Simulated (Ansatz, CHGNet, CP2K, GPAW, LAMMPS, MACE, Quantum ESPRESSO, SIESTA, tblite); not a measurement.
**Amorphous SiO1.9 (78 atoms) in tblite**

How do the settings of tblite change the result for amorphous SiO1.9 (78 atoms)? A plane-wave run serves as the yardstick.

Calculated with tblite 0.8.0; the method is named at each step.

## (1) Starting point

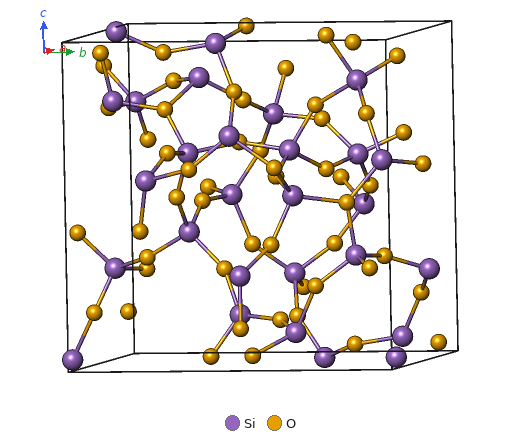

The cell as given, slightly off an axis (silicon purple, oxygen orange). Bonds to atoms that aren't drawn are left out. Some periodic images of atoms are drawn too.

The cell holds 78 atoms: 27 Si and 51 O. Its edges and angles: a = 10.502 Å, b = 10.502 Å, c = 10.502 Å, α = 90.0°, β = 90.0°, γ = 90.0°. 78 atoms (27 Si, 51 O) placed at random at 2.26 g/cm³, melted at 5000 K for 10 ps at fixed volume with the Tersoff Si-O potential (Munetoh et al., Comput. Mater. Sci. 39, 334 (2007)). Quenched from 5000 K to 500 K at 20 K/ps and fixed volume, annealed at 2000 K for 50 ps, held 5 ps.

The yardstick, on the same geometry:

| Property | Result |
| --- | --- |
| method | Kohn-Sham DFT, PBE, PAW, plane waves (Ansatz 0.2.0); cutoff 420 eV, Γ point, fermi-dirac smearing of 0.05 eV; PAW set soft_2 |
| r.m.s. force component | 1.36 eV/Å |
| longest force | 4.969 eV/Å |
| pressure | -1.152 GPa |
| SCF cycles | 20 |
| time | 21 s on 4 threads of Arm Neoverse V1, shared host |
| CPU time | 82 s |

## (2) GFN2-xTB

Method: GFN2-xTB tight binding, diagonalisation.

run.py

```python
import numpy as np
from ase.io import read
from tblite.ase import TBLite

atoms = read("structure.xyz")
atoms.calc = TBLite(method="GFN2-xTB", electronic_temperature=580, accuracy=1.0, max_iterations=250, mixer_damping=0.4, verbosity=1)
energy = atoms.get_potential_energy()
forces = atoms.get_forces()
print(f"energy {energy:.6f} eV")
print("forces (eV/A)")
for i, (a, f) in enumerate(zip(atoms, forces)):
    print(f"{i:4d} {a.symbol:2s} {f[0]:10.5f} {f[1]:10.5f} {f[2]:10.5f}")
stress = -atoms.get_stress(voigt=False) * 160.21766
print("stress (GPa, compression positive)")
for row in stress:
    print(" ".join(f"{x:10.4f}" for x in row))
print("charges (e)")
print(np.array2string(atoms.get_charges(), precision=4, suppress_small=True, max_line_width=110, threshold=100000))
```

structure.xyz

```xyz
78
Lattice="10.50180 0.00000 0.00000 0.00000 10.50180 0.00000 0.00000 0.00000 10.50180" Properties=species:S:1:pos:R:3 pbc="T T T"
Si 1.46490 7.10877 3.02116
Si 2.79516 7.75400 0.25446
Si 4.48154 3.50319 9.10433
Si 1.43098 1.28742 3.22374
Si 8.32971 0.05997 10.36748
Si 0.90547 10.46294 0.34771
Si 9.50024 8.35345 6.15679
Si 1.56109 5.09726 5.52941
Si 8.87633 7.58293 3.16640
Si 7.75852 5.81432 0.77934
Si 4.76488 0.63536 8.35292
Si 9.11934 5.52174 5.05693
Si 7.91311 7.92529 8.79095
Si 3.75649 3.23844 4.23244
Si 9.82548 3.61010 2.47118
Si 1.90933 1.96415 8.49144
Si 8.27941 0.93088 5.61237
Si 7.30348 10.27696 2.79768
Si 8.90826 3.15243 9.94037
Si 3.17690 6.16739 8.00048
Si 4.65597 8.57829 6.61697
Si 5.01829 9.83809 0.78165
Si 10.03888 3.30345 6.91838
Si 4.98468 4.59118 1.51478
Si 6.48570 5.98141 6.66182
Si 5.86273 2.80986 6.61844
Si 1.91910 9.30659 5.18285
O 9.11850 7.27260 4.83188
O 4.32433 4.24525 3.01832
O 7.23122 1.86554 6.54714
O 7.54470 9.31972 9.57029
O 4.88323 2.62156 5.27663
O 8.12188 6.90819 10.21678
O 0.57770 8.85207 6.11898
O 1.58640 0.55586 1.80536
O 5.62214 7.34328 6.09724
O 2.09448 8.29212 3.92400
O 8.50289 1.53515 9.68791
O 2.30735 6.99577 1.61507
O 4.20219 4.97838 8.39251
O 0.97121 2.53177 7.33824
O 7.96372 4.35919 0.03760
O 10.48678 7.68942 2.66147
O 8.36174 6.35873 2.22313
O 9.81855 10.01788 0.31789
O 5.16815 9.97104 7.26378
O 6.84875 6.78017 8.07126
O 9.38588 3.62270 8.36846
O 2.63228 6.70897 9.47903
O 3.44491 9.20913 5.68567
O 5.83816 4.48868 6.96553
O 1.31766 0.11762 4.36444
O 0.93897 1.14753 9.69726
O 9.40111 2.10803 5.90096
O 7.69803 5.28094 5.75730
O 0.31075 2.55110 3.25860
[... 18 atom lines left out ...]
O 7.64878 8.76165 3.20168
O 5.79983 10.30752 2.13460
O 1.79780 9.07461 10.33892
O 5.14494 2.23940 8.05719
```

Command:

```bash
> OMP_NUM_THREADS=1 python run.py > output.txt
```

Log:

```text
------------------------------------------------------------
  cycle        total energy    energy error   density error
------------------------------------------------------------
      1     -245.4080599039  -2.4654599E+02   5.2115618E-01
      2     -254.0147061536  -8.6066462E+00   3.5485537E-01
      3     -255.4519259931  -1.4372198E+00   2.2998323E-01
      4     -256.6936847080  -1.2417587E+00   1.9210273E-01
      5     -256.7524039460  -5.8719238E-02   1.8895860E-01
      6     -257.1975292331  -4.4512529E-01   1.1503152E-01
      7     -256.9644641483   2.3306508E-01   1.3724031E-01
      8     -256.9172247707   4.7239378E-02   1.4219925E-01
      9     -257.3070282343  -3.8980346E-01   7.2780552E-02
     10     -257.2992571202   7.7711141E-03   7.6105857E-02
     11     -257.2994306665  -1.7354632E-04   7.2473783E-02
     12     -257.3714667564  -7.2036090E-02   2.9142748E-02
     13     -257.3674880610   3.9786955E-03   4.0962935E-02
     14     -257.3792109301  -1.1722869E-02   2.7622277E-02
     15     -257.3820850608  -2.8741307E-03   2.1055508E-02
     16     -257.3838646323  -1.7795715E-03   1.7433078E-02
     17     -257.3874831255  -3.6184932E-03   8.7603344E-03
     18     -257.3859345049   1.5486205E-03   1.3539842E-02
     19     -257.3873415162  -1.4070113E-03   9.0655647E-03
     20     -257.3880670022  -7.2548601E-04   5.9394668E-03
     21     -257.3880993965  -3.2394271E-05   6.1967959E-03
     22     -257.3885701089  -4.7071245E-04   2.1306399E-03
     23     -257.3886322149  -6.2105965E-05   5.8250434E-04
     24     -257.3886324546  -2.3969790E-07   5.4843055E-04
     25     -257.3886357186  -3.2640072E-06   2.0651320E-04
     26     -257.3886363102  -5.9164086E-07   8.9056193E-05
     27     -257.3886361305   1.7974480E-07   1.5623588E-04
     28     -257.3886363628  -2.3229262E-07   8.1686958E-05
     29     -257.3886364605  -9.7677855E-08   1.7908118E-05
------------------------------------------------------------
 total:                                   6.329 sec
energy -7003.901545 eV
forces (eV/A)
   0 Si    1.25965    0.20326   -0.47432
   1 Si   -2.46026    0.22022   -1.40531
   2 Si   -0.61171    1.64887    2.65581
   3 Si    0.12387    1.59897    0.19382
   4 Si    1.46616   -0.00081    1.98400
   5 Si    1.55363   -0.93264   -0.43174
   6 Si    0.96254    2.94629    0.08284
   7 Si    1.99441    0.67635   -1.41726
   8 Si   -0.13285    0.56027   -2.12519
   9 Si   -1.93471   -1.18251    0.92140
  10 Si   -2.28509   -1.84440    1.34499
  11 Si    1.22494   -0.55675   -1.79407
  12 Si   -1.11205   -3.28898    1.78345
  13 Si   -0.79879   -0.36579   -1.18721
  14 Si   -2.28874   -2.53080    0.00270
  15 Si   -0.58731   -2.72067    2.04235
  16 Si   -0.19597   -0.03281   -0.39653
  17 Si    0.31646    1.18941   -0.00103
  18 Si    1.27606    0.77393    1.40573
  19 Si    1.01295    1.78251    2.66711
  20 Si   -1.77189   -1.61033    1.09106
  21 Si   -3.00420    1.72210    0.61933
  22 Si    0.27791   -3.27665    0.18708
  23 Si   -2.69425    2.33057    0.15576
[...]
70 O     1.18290   -1.41963   -0.95936
  71 O     0.20990    1.04915   -1.55834
  72 O     0.19629   -0.13059    0.48310
  73 O     0.92791    0.79855    0.78964
  74 O     2.16273   -1.64255    0.07119
  75 O    -0.08677   -1.00897    0.27288
  76 O    -0.83040    0.77057    1.19730
  77 O     1.20464    0.99347   -0.26638
stress (GPa, compression positive)
   -1.1401     1.1143    -1.4629
    1.1143    -7.2282    -1.9982
   -1.4629    -1.9982    -7.2704
charges (e)
[ 0.6306  0.5991  0.6446  0.6117  0.6628  0.6092  0.6457  0.6598  0.6552  0.6319  0.6559  0.6047  0.6623
  0.6147  0.459   0.6496  0.6446  0.6281  0.6476  0.6429  0.6521  0.4363  0.6386  0.4195  0.657   0.6522
  0.634  -0.3648 -0.2776 -0.354  -0.2914 -0.312  -0.3223 -0.3254 -0.2898 -0.3482 -0.358  -0.2995 -0.2716
 -0.3402 -0.3279 -0.314  -0.3431 -0.3325 -0.352  -0.3495 -0.3446 -0.3185 -0.3173 -0.2957 -0.3455 -0.3235
 -0.3483 -0.3244 -0.346  -0.339  -0.345  -0.295  -0.3539 -0.3465 -0.3483 -0.3143 -0.3168 -0.3399 -0.3419
 -0.3415 -0.3083 -0.2948 -0.3335 -0.2633 -0.379  -0.3887 -0.2997 -0.31   -0.338  -0.2796 -0.3314 -0.3033]
```

Wall time 7 s (1 thread of Arm Neoverse V1, shared host); peak memory 0.12 GiB.

Banners, paths, timers and routine set-up lines are dropped from the logs unmarked, and long logs keep their key lines alone; longer cuts are marked.

Numbers from this run, and their distance from the reference:

```yaml
r_m_s_force_component: 1.202 eV/Å
r_m_s_difference_of_force_components: 496.1 meV/Å
longest_difference_of_force_vectors: 2072 meV/Å
force_difference_over_r_m_s_force: 36.47 %
slope_of_forces_against_the_reference_s: 0.8238
correlation_of_force_components: 0.9324
pressure: -5.213 GPa
pressure_difference: -4.061 GPa
```

Length of the force difference by element (eV/Å):

| element | atoms | mean | most |
| --- | --- | --- | --- |
| O | 51 | 0.59 | 1.7 |
| Si | 27 | 1.1 | 2.1 |

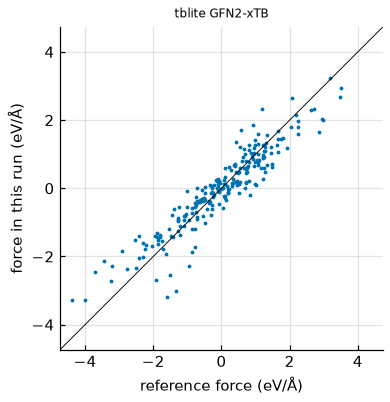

Force components against those of the reference; the line marks equality.

The surroundings of Si22, which has 3 bonded neighbours where the commonest count for Si is 4, nearest first, numbered as they follow in the input and with coordinates relative to it.

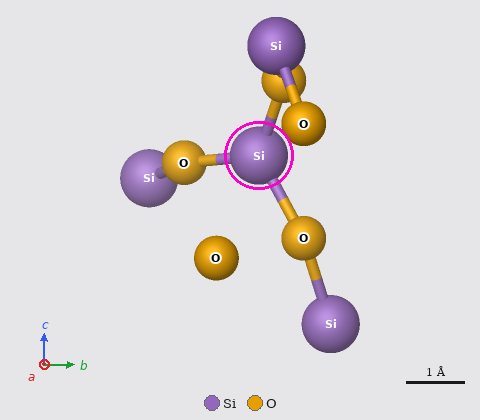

The atoms of the table, within 3.3 Å (arrows a, b, c point along x, y, z); some may hide others; the central atom is ringed.

| atom | x | y | z | distance (Å) | bonds | Mulliken charge (e) | Fx | Fy | Fz (eV/Å) |
| --- | --- | --- | --- | --- | --- | --- | --- | --- | --- |
| Si22 | 0.00 | 0.00 | 0.00 | 0.00 | 3 | 0.44 | -3.00 | 1.72 | 0.62 |
| O70 | -0.86 | -1.37 | -0.19 | 1.63 | 2 | -0.26 | 2.31 | 0.11 | 0.15 |
| O76 | 0.78 | 0.47 | 1.35 | 1.63 | 2 | -0.28 | -0.09 | -1.01 | 0.27 |
| O62 | 0.23 | 0.83 | -1.42 | 1.66 | 2 | -0.31 | 0.23 | 0.66 | -1.87 |
| Si18 | 2.29 | 0.44 | 2.02 | 3.08 | 4 | 0.63 | 0.32 | 1.19 | 0.00 |
| Si2 | -2.22 | -2.08 | -0.53 | 3.09 | 4 | 0.60 | -2.46 | 0.22 | -1.41 |
| O31 | 2.53 | -0.52 | -1.71 | 3.10 | 2 | -0.29 | 0.71 | 0.68 | -0.35 |
| Si11 | -0.25 | 1.30 | -2.93 | 3.22 | 4 | 0.66 | -2.29 | -1.84 | 1.34 |
| O59 | 3.02 | 1.00 | 0.69 | 3.26 | 2 | -0.35 | -0.31 | 0.19 | -0.79 |

Atoms are counted from 1 here, from 0 in the log.

Forces lie 36 % from the reference's, at 0.086 times its CPU time (on 1 against 4 cores).

## (3) GFN1-xTB

Method: GFN1-xTB tight binding, diagonalisation.

Changes to run.py since step 2:

```diff
@@ -5,3 +5,3 @@
 atoms = read("structure.xyz")
-atoms.calc = TBLite(method="GFN2-xTB", electronic_temperature=580, accuracy=1.0, max_iterations=250, mixer_damping=0.4, verbosity=1)
+atoms.calc = TBLite(method="GFN1-xTB", electronic_temperature=580, accuracy=1.0, max_iterations=250, mixer_damping=0.4, verbosity=1)
 energy = atoms.get_potential_energy()
```

structure.xyz is that of step 2.

Log:

```text
------------------------------------------------------------
  cycle        total energy    energy error   density error
------------------------------------------------------------
      1     -273.3032662981  -2.7445880E+02   1.0253199E+00
      2     -281.4349724275  -8.1317061E+00   7.3773469E-01
      3     -289.5629086142  -8.1279362E+00   4.5371448E-01
[...]
19     -294.4337431678  -1.6268018E-09   2.3555582E-05
     20     -294.4337432029  -3.5132643E-08   1.3574199E-05
------------------------------------------------------------
 total:                                   2.916 sec
energy -8011.950245 eV
forces (eV/A)
   0 Si    1.27013   -0.25149   -0.88131
   1 Si   -2.38404   -1.01609   -1.73596
   2 Si    0.12103    1.36890    2.30808
[...]
76 O    -0.87575    0.82850    1.75007
  77 O     1.10659    0.84626   -0.16144
stress (GPa, compression positive)
    6.9532     1.5948    -1.5983
    1.5948     0.7235    -1.5911
   -1.5983    -1.5911     1.7776
charges (e)
[ 0.4769  0.4649  0.5071  0.4621  0.5031  0.4729  0.5009  0.5131  0.5223  0.4669  0.5119  0.5109  0.5097
  0.468   0.279   0.4856  0.4964  0.4702  0.4967  0.4851  0.4893  0.3106  0.5071  0.1577  0.5028  0.5105
  0.4849 -0.1839 -0.2408 -0.2601 -0.2235 -0.2421 -0.2574 -0.2534 -0.2368 -0.2695 -0.2696 -0.236  -0.2336
 -0.2415 -0.237  -0.2544 -0.2577 -0.2374 -0.2648 -0.2368 -0.2671 -0.2423 -0.2663 -0.2287 -0.2553 -0.2503
 -0.268  -0.2514 -0.2417 -0.252  -0.1731 -0.2565 -0.2641 -0.2579 -0.2743 -0.2377 -0.2423 -0.2608 -0.2513
 -0.2646 -0.2313 -0.2484 -0.2554 -0.2172 -0.2827 -0.2773 -0.2282 -0.2548 -0.2405 -0.2428 -0.2832 -0.1627]
```

Wall time 3.6 s (1 thread); peak memory 0.12 GiB.

Numbers from this run, and their distance from the reference:

* r.m.s. force component: 1.386 eV/Å
* r.m.s. difference of force components: 737.1 meV/Å
* longest difference of force vectors: 4137 meV/Å
* force difference over r.m.s. force: 54.18 %
* slope of forces against the reference's: 0.8723
* correlation of force components: 0.8561
* pressure: 3.151 GPa
* pressure difference: 4.303 GPa

Against the first run (36 %), the force difference from the reference is 54 %, at 0.52 times the CPU time (20 SCF steps against 29).

## (4) The ladder

Differences are against the plane-wave reference, forces as r.m.s. over components; share is that over the reference's r.m.s. force, slope the least-squares factor from reference forces to these. Total energies of different programs have different zeros and aren't compared.

| run | Δ force, r.m.s. (meV/Å) | share (%) | slope | Δ pressure (GPa) | cores | CPU time | memory (GiB) |
| --- | --- | --- | --- | --- | --- | --- | --- |
| reference | - | - | - | - | 4 | 82 s | 1.2 |
| tblite GFN2-xTB | 496 | 36.5 | 0.824 | -4.06 | 1 | 7 s | 0.12 |
| tblite GFN1-xTB | 737 | 54.2 | 0.872 | 4.30 | 1 | 3.6 s | 0.12 |

CPU time is summed over cores on a shared host, where runs went side by side, so it is rough. Symmetry, cutoffs, thresholds, outputs and thread counts weren't matched or tuned between programs; memory under MPI is the largest rank's times the ranks.

Mean charges by element (e), by run and scheme:

| run | scheme | Si | O |
| --- | --- | --- | --- |
| reference | Löwdin | +1.66 | -0.77 |
| tblite GFN2-xTB | Mulliken | +0.62 | -0.33 |
| tblite GFN1-xTB | Mulliken | +0.47 | -0.25 |

The reference's Löwdin charges lack the electrons that the projection spills, 0.074 e an atom on average.

## (5) What came out

| Property | Result |
| --- | --- |
| nearest in forces | tblite GFN2-xTB, 36 % |
| its CPU time | 7 s |

**Reading.** Tight binding differs by 36 % (tblite GFN2-xTB) to 54 % (tblite GFN1-xTB); it is another model, with fitted parameters of its own, and the xTB methods hold dispersion. Of the electronic-structure runs that take under half the reference's CPU time, tblite GFN2-xTB comes nearest, at 36 % in 7 s against 82 s; its pressure misses by -4.1 GPa. Charges hang on model, scheme and program or settings: among these rows the mean for Si runs from +0.47 to +1.66 e. Periodic xTB results under one method name differ between programs and library versions. The quench rate of 20 K/ps is many orders above laboratory rates, so the cell is likely richer in defects and strain than a real sample. The network of bonds at the start is that of the classical potential that made the cell, and needn't be the one that DFT or experiment would give. The reference's stress is far from hydrostatic: its diagonal is 2.8, -3.6, -2.6 GPa, compression counted positive. The electronic-structure runs sample only Γ, in a cell whose shortest periodic width is 11 Å, which is coarse for a cell with partly filled levels.

[Also dropped from logs without a mark: logging warnings of Python, and SIESTA's first energy breakdown and zero terms.]

[Logs are printed without paths, hosts, clocks, repeated set-up lines and the standing remarks that a program may print on its own settings, such as how far it seeks lower states.]

[Hosts, paths, dates, database ids (printed as entryN), source tags and the programs' standing remarks are cut or masked in the printed files.]
